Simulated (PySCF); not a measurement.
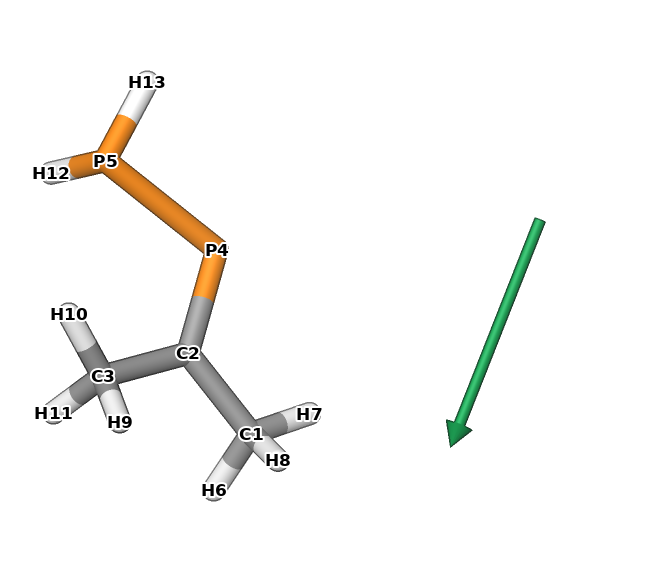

The arrow beside the molecule shows the direction of the dipole moment, from the negative to the positive end (its length means nothing). Computed geometry: GFN2-xTB optimisation. No frequency run is at hand to confirm it as a minimum. Method: CAM-B3LYP/def2-SVPD, gas phase (PySCF 2.14.0).

Q: Estimate the dipole moment.

A: 1.54 D; it points from the side of H13 to the side of H6, H11 (the outermost atoms at the two ends).

The geometry is semi-empirical. Around P such bond lengths and angles can be off by a tenth of an ångström or more and by several degrees, and values that hang on the shape move with them.
